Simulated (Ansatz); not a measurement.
Take SrTiO3 in the cubic perovskite structure (space group Pm-3m, No. 221; a = 3.8914 Å) as the base.

Now apply this change: an isotropic linear strain of −0.99 %; the atoms relax in the strained cell.

Computed with PBEsol (Ansatz, a quantum-chemistry and plane-wave program, PAW, no spin-orbit coupling), earlier PAW set.

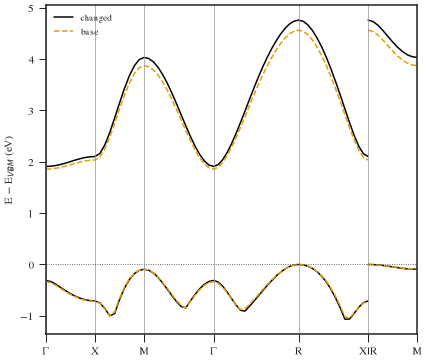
Figure: Highest valence and lowest conduction band along the path, each from its own valence-band maximum

### Question
From the figure, how large is the changed gap, and is it direct?

### Answer
About 1.9 eV, indirect, R → Γ.

Stability against distortions was not tested. The final runs are not spin-polarised. Many cubic perovskites are stable only at high temperature; tilts and polar distortions were not tested.
